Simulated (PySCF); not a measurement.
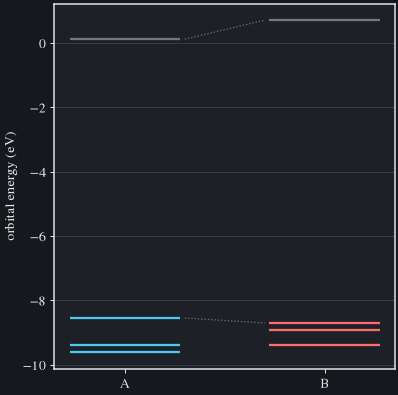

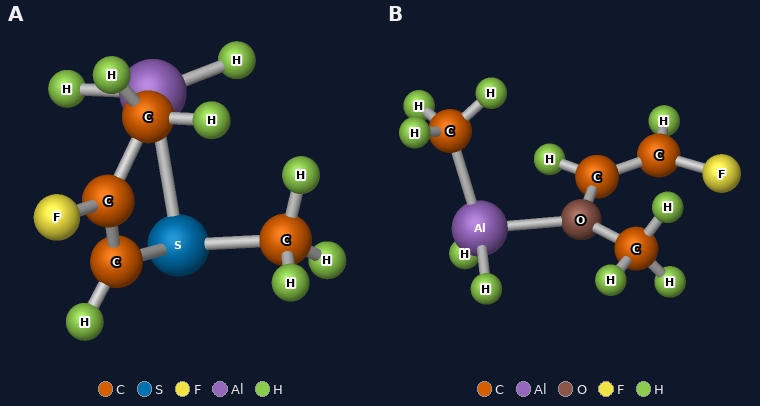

Related molecules: A is C₄H₈AlFS, SMILES C[S@@+]1C=C(F)[CH2][AlH2-]1, singlet; B is C₄H₁₀AlFO, SMILES [CH3][AlH2-][O+](C)/C=C\F, singlet. Frontier orbital energies, CAM-B3LYP/def2-SVPD with PySCF 2.14.0, at a GFN2-xTB geometry (no frequency check); drawn are at most three filled levels and, in grey, the LUMO with any level within 0.03 eV of it; dotted lines join the HOMOs and the LUMOs.

> What does the change do to the frontier levels?

From A to B the HOMO falls by 0.16 eV and the LUMO rises by 0.59 eV, so the separation goes from 8.67 to 9.41 eV.

Limits of at least one run: empty levels above zero depend strongly on the basis; one conformer of a flexible molecule; the tight-binding geometry is rougher than a DFT one and adds to the error.
